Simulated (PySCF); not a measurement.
# 1,1-dichloro-2,2-difluoroethane (C₂H₂Cl₂F₂): NMR shifts, electronic excitations and K edges in gas and solvents, part 2 of 2

PySCF 2.14.0. Atoms count from 0.

**6. Ultraviolet spectrum: CAM-B3LYP/def2-SVPD in chloroform**

The job: settings as JSON, then the geometry in Å.

```
{"job": {"kind": "uv", "xc": "CAM-B3LYP", "basis": "def2-SVPD", "solvent": "chloroform", "nstates": 6, "ntriplets": 0}, "charge": 0, "multiplicity": 1}
F      0.930399    -1.440590    -0.304538
C      0.791363    -0.123593    -0.121075
F      1.481669     0.233558     0.976110
C     -0.674245     0.252164     0.074297
Cl    -1.372025    -0.625868     1.436496
Cl    -1.557009    -0.033566    -1.433250
H      1.200525     0.410714    -0.997379
H     -0.739244     1.324108     0.300531
```

With the program's defaults for keys left out, this is: TDDFT CAM-B3LYP/def2-SVPD, vertical, IEF-PCM chloroform (non-equilibrium linear response), core orbitals frozen in the response.

The log of the run:

```text
coarse grid: 8832 points
cycle   1  E = -1196.7046737871  dE =  8.726e-01  |g| = 7.943e-01  |ddm| = 3.356e+00
cycle   2  E = -1196.6338041259  dE =  7.087e-02  |g| = 1.054e+00  |ddm| = 1.778e+00
cycle   3  E = -1196.8390230897  dE = -2.052e-01  |g| = 4.853e-02  |ddm| = 9.779e-01
cycle   4  E = -1196.8394678952  dE = -4.448e-04  |g| = 2.299e-02  |ddm| = 7.821e-02
cycle   5  E = -1196.8395805243  dE = -1.126e-04  |g| = 3.790e-03  |ddm| = 3.518e-02
cycle   6  E = -1196.8395849949  dE = -4.471e-06  |g| = 1.066e-03  |ddm| = 8.380e-03
final grid: 79864 points
cycle   7  E = -1196.9718578648  dE = -1.951e-05  |g| = 4.391e-03  |ddm| = 2.978e-02
cycle   8  E = -1196.9718567813  dE =  1.083e-06  |g| = 5.249e-03  |ddm| = 6.561e-03
cycle   9  E = -1196.9718610137  dE = -4.232e-06  |g| = 2.424e-04  |ddm| = 3.402e-03
cycle  10  E = -1196.9718610269  dE = -1.326e-08  |g| = 1.092e-04  |ddm| = 5.728e-04
cycle  11  E = -1196.9718610299  dE = -2.993e-09  |g| = 3.649e-05  |ddm| = 2.069e-04
cycle  12  E = -1196.9718610302  dE = -3.356e-10  |g| = 7.620e-06  |ddm| = 5.633e-05
converged SCF energy = -1196.9718610302

Static polarisability (au): isotropic 66.276, principal 56.618 64.843 77.367

Singlet excitations
state   eV       nm        f      main configurations
  1   7.1557    173.3   0.00127   H->L 0.84
  2   7.2983    169.9   0.03058   H-1->L 0.81
  3   7.4936    165.5   0.00047   H-2->L 0.56, H->L+1 0.28
  4   7.7295    160.4   0.00858   H-3->L 0.45, H-1->L+1 0.36
  5   8.2946    149.5   0.00774   H->L+1 0.52, H-2->L 0.33
  6   8.4284    147.1   0.00161   H-3->L 0.44, H-1->L+1 0.42
```

Run time: 15 s. Hardware: 1 thread, shared host.

This run: HOMO -10.51 eV, LUMO 0.67 eV; lowest singlet 7.16 eV.

**7. Excited states and response: CAM-B3LYP/def2-SVPD in cyclohexane**

Same as in step 6 but for these lines:

```diff
@@ -1,2 +1,2 @@
-{"job": {"kind": "uv", "xc": "CAM-B3LYP", "basis": "def2-SVPD", "solvent": "chloroform", "nstates": 6, "ntriplets": 0}, "charge": 0, "multiplicity": 1}
+{"job": {"kind": "uv", "xc": "CAM-B3LYP", "basis": "def2-SVPD", "solvent": "cyclohexane", "nstates": 6, "ntriplets": 0}, "charge": 0, "multiplicity": 1}
 F      0.930399    -1.440590    -0.304538
```

With the program's defaults for keys left out, this is: TDDFT CAM-B3LYP/def2-SVPD, vertical, IEF-PCM cyclohexane (non-equilibrium linear response), core orbitals frozen in the response.

The log of the run:

```text
coarse grid: 8832 points
cycle   1  E = -1196.6994608125  dE =  8.778e-01  |g| = 8.012e-01  |ddm| = 3.356e+00
cycle   2  E = -1196.6197818177  dE =  7.968e-02  |g| = 1.080e+00  |ddm| = 1.821e+00
cycle   3  E = -1196.8363583894  dE = -2.166e-01  |g| = 4.862e-02  |ddm| = 1.004e+00
cycle   4  E = -1196.8368074191  dE = -4.490e-04  |g| = 2.305e-02  |ddm| = 7.988e-02
cycle   5  E = -1196.8369230560  dE = -1.156e-04  |g| = 3.647e-03  |ddm| = 3.719e-02
cycle   6  E = -1196.8369275807  dE = -4.525e-06  |g| = 7.651e-04  |ddm| = 8.289e-03
final grid: 79864 points
cycle   7  E = -1196.9692114235  dE = -1.946e-05  |g| = 4.162e-03  |ddm| = 2.958e-02
cycle   8  E = -1196.9692102612  dE =  1.162e-06  |g| = 5.042e-03  |ddm| = 6.833e-03
cycle   9  E = -1196.9692143788  dE = -4.118e-06  |g| = 2.435e-04  |ddm| = 3.645e-03
cycle  10  E = -1196.9692143926  dE = -1.382e-08  |g| = 9.631e-05  |ddm| = 5.722e-04
cycle  11  E = -1196.9692143951  dE = -2.451e-09  |g| = 3.117e-05  |ddm| = 1.884e-04
cycle  12  E = -1196.9692143953  dE = -2.424e-10  |g| = 8.011e-06  |ddm| = 5.004e-05
converged SCF energy = -1196.9692143953

Static polarisability (au): isotropic 60.734, principal 51.523 59.828 70.851

Singlet excitations
state   eV       nm        f      main configurations
  1   7.1418    173.6   0.00128   H->L 0.83
  2   7.2691    170.6   0.02960   H-1->L 0.80
  3   7.4659    166.1   0.00039   H-2->L 0.57, H->L+1 0.26
  4   7.6964    161.1   0.00760   H-3->L 0.45, H-1->L+1 0.34, H-1->L+2 0.09
  5   8.2639    150.0   0.00831   H->L+1 0.50, H-2->L 0.32
  6   8.3914    147.8   0.00211   H-3->L 0.45, H-1->L+1 0.39
```

Run time: 16 s. Hardware: 1 thread, shared host.

This run: HOMO -10.55 eV, LUMO 0.62 eV; lowest singlet 7.14 eV.

**8. Core excitations: BHandHLYP/def2-SVPD+aug-pcX-1+pcseg-1**

Same as in step 7 but for these lines:

```diff
@@ -1,2 +1,2 @@
-{"job": {"kind": "uv", "xc": "CAM-B3LYP", "basis": "def2-SVPD", "solvent": "cyclohexane", "nstates": 6, "ntriplets": 0}, "charge": 0, "multiplicity": 1}
+{"job": {"kind": "xas", "xc": "BHandHLYP", "basis": {"default": "aug-pcX-1", "H": "pcseg-1", "Cl": "def2-SVPD"}}, "charge": 0, "multiplicity": 1}
 F      0.930399    -1.440590    -0.304538
```

Level: core-valence-separated TDA BHandHLYP/aug-pcX-1 H:pcseg-1 Cl:def2-SVPD, K edges, non-relativistic, gas phase.

The log of the run:

```text
coarse grid: 8832 points
cycle   1  E = -1196.8508795027  dE =  8.812e-01  |g| = 8.029e-01  |ddm| = 3.514e+00
cycle   2  E = -1196.7960071004  dE =  5.487e-02  |g| = 1.019e+00  |ddm| = 2.102e+00
cycle   3  E = -1196.9830075649  dE = -1.870e-01  |g| = 4.741e-02  |ddm| = 9.478e-01
cycle   4  E = -1196.9834517218  dE = -4.442e-04  |g| = 2.607e-02  |ddm| = 1.147e-01
cycle   5  E = -1196.9835981763  dE = -1.465e-04  |g| = 5.696e-03  |ddm| = 3.342e-02
cycle   6  E = -1196.9836061435  dE = -7.967e-06  |g| = 2.113e-03  |ddm| = 1.330e-02
final grid: 79864 points
cycle   7  E = -1197.0567789950  dE = -6.010e-05  |g| = 3.817e-03  |ddm| = 2.909e-02
cycle   8  E = -1197.0567781875  dE =  8.076e-07  |g| = 4.006e-03  |ddm| = 8.677e-03
cycle   9  E = -1197.0567817897  dE = -3.602e-06  |g| = 3.988e-04  |ddm| = 5.165e-03
cycle  10  E = -1197.0567818215  dE = -3.182e-08  |g| = 1.484e-04  |ddm| = 7.455e-04
cycle  11  E = -1197.0567818255  dE = -3.991e-09  |g| = 2.604e-05  |ddm| = 1.721e-04
cycle  12  E = -1197.0567818257  dE = -1.601e-10  |g| = 1.038e-05  |ddm| = 3.854e-05
converged SCF energy = -1197.0567818257

C K edge
   eV          f      from atoms
  286.413   0.06536   C3
  286.618   0.06885   C3
  288.968   0.02823   C3
  289.617   0.06216   C1
  289.899   0.04881   C1
  290.767   0.03806   C1
  290.789   0.00124   C3
  291.041   0.00516   C3
  291.468   0.00702   C3
  291.668   0.02054   C3
  291.714   0.00874   C1
  291.921   0.00108   C3

F K edge
   eV          f      from atoms
  686.306   0.02714   F2
  686.390   0.02683   F0
  687.474   0.00230   F0
  687.501   0.00884   F2
  687.559   0.00447   F2
  688.067   0.00407   F0
  688.132   0.00707   F0
  688.452   0.00455   F0
  688.525   0.00134   F2
  688.612   0.00338   F2
  688.702   0.00463   F2
  688.839   0.00372   F0
```

It took 11 s on 1 thread, shared host.

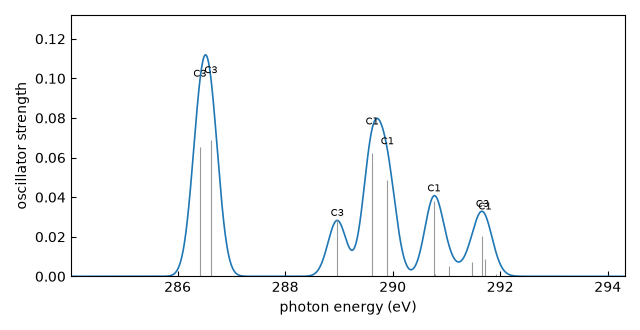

The C K edge. Lines are broadened to a width of 0.40 eV (Gaussian).

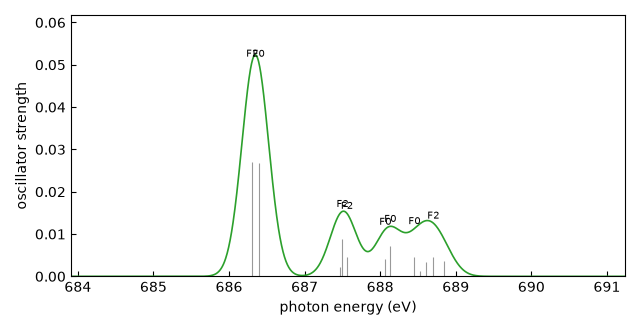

The F K edge. Lines are broadened to a width of 0.40 eV (Gaussian).

**9. Run by run: NMR shifts**

Shifts (ppm), means over like atoms, with basis size and wall time:

```
                         run     C1    C3    H6    H7      F0  functions   time
 PBE0/pcSseg-1 in chloroform  116.2  81.7  5.99  5.80  -140.5        126  9.2 s
PBE0/pcSseg-1 in cyclohexane  115.7  81.3  5.86  5.64  -139.4        126  8.5 s
```

The continuum's effect on the ground state:

```
    solvent     ε  polarisation energy (Eh)  μ (D)
cyclohexane  2.02                   -0.0030   2.43
 chloroform  4.71                   -0.0059   2.66
```

**10. Comparing the runs: electronic excitations**

Excitations and ground-state properties, with basis size and wall time:

```
                               run  lowest singlet (eV)  brightest (eV)      f  gap (eV)  α (Å³)  μ (D)  functions  time
               CAM-B3LYP/def2-SVPD                 7.13            7.25  0.021     11.15    8.12   2.15        156  19 s
 CAM-B3LYP/def2-SVPD in chloroform                 7.16            7.30  0.031     11.18    9.82   2.72        156  15 s
CAM-B3LYP/def2-SVPD in cyclohexane                 7.14            7.27  0.030     11.17    9.00   2.43        156  16 s
```

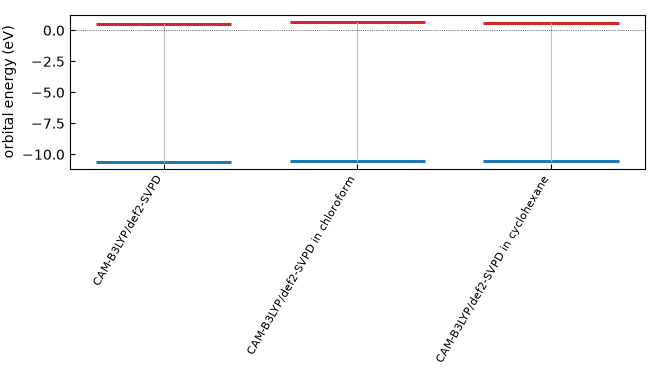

HOMO (blue) and LUMO (red) run by run.

The continuum's effect on the ground state:

```
    solvent     ε  polarisation energy (Eh)  μ (D)
cyclohexane  2.02                   -0.0032   2.43
 chloroform  4.71                   -0.0064   2.72
```

**11. Outcome**

This closing draws on all 2 parts.

| quantity | value |
| --- | --- |
| point group | C1 |
| rotational constants (main isotopes) | 2.69, 1.92, 1.38 GHz |
| ¹³C shifts against TMS (PBE0/pcSseg-1, chloroform) | 116.2, 81.7 ppm |
| ¹H shifts against TMS (PBE0/pcSseg-1, chloroform) | 5.99, 5.80 ppm |
| ¹⁹F shifts against CFCl3 (PBE0/pcSseg-1, chloroform, means over atoms taken as alike) | -140.5 ppm |
| shieldings of Cl (PBE0/pcSseg-1, chloroform, a mean where the table joins atoms) | Cl4 744.1 ppm |
| lowest singlet (CAM-B3LYP/def2-SVPD) | 7.13 eV (174 nm), f = 0.001 |
| brightest single state of those computed | state 2, 7.25 eV, f = 0.021 |
| C K edge | first line 286.41 eV, strongest 286.62 eV (f = 0.069) |
| F K edge | first line 686.31 eV, strongest 686.31 eV (f = 0.027) |
| range of the shift of F0 | -140.5 to -139.4 ppm |
| range of the lowest singlet | 7.13 to 7.16 eV |

**Reading.** The optimisation took 6 steps and gained 0.027 eV; among the close pairs (by a distance rule), C3–Cl4 changed most, from 1.775 to 1.764 Å. C3 stands next to heavy halogen, whose spin-orbit shielding this run leaves out, so the computed shift lies too far downfield, most of all for carbon beside Br or I. H6 (hydrogen on an sp3 CH bonded to 2 F) lies farthest downfield among hydrogen, at 5.99 ppm; its carbon carries F, hence the downfield position. At PBE0/pcSseg-1: The largest span, 558 ppm, is at Cl4, Cl5, where the paramagnetic term is -401 ppm. The polarisability is 3 % below the measured 8.40 Å³. At the C edge the strongest single line lifts a 1s electron of C3 into several orbitals, led by LUMO+2 (weight 0.22), 0.2 eV above the first line. At the F edge the strongest single line lifts a 1s electron of F2 into several orbitals, led by LUMO+2 (weight 0.26), and it is the first line. Absolute edge energies from this method are off by several eV; spacings are better. Among the atoms with a shift in every run: In ppm, F0 (with its like atoms) moves most: its shift spreads over 1.0 ppm, from -140.5 (PBE0/pcSseg-1 in chloroform) to -139.4 (PBE0/pcSseg-1 in cyclohexane). The continuum holds electrostatics alone: no hydrogen bonds to the solvent, and the gas-phase geometry is kept. The lowest singlet runs from 7.13 eV (CAM-B3LYP/def2-SVPD) to 7.16 eV (CAM-B3LYP/def2-SVPD in chloroform), while the orbital gap spans 11.15 to 11.18 eV. The lowest state need not be the same one in every run.
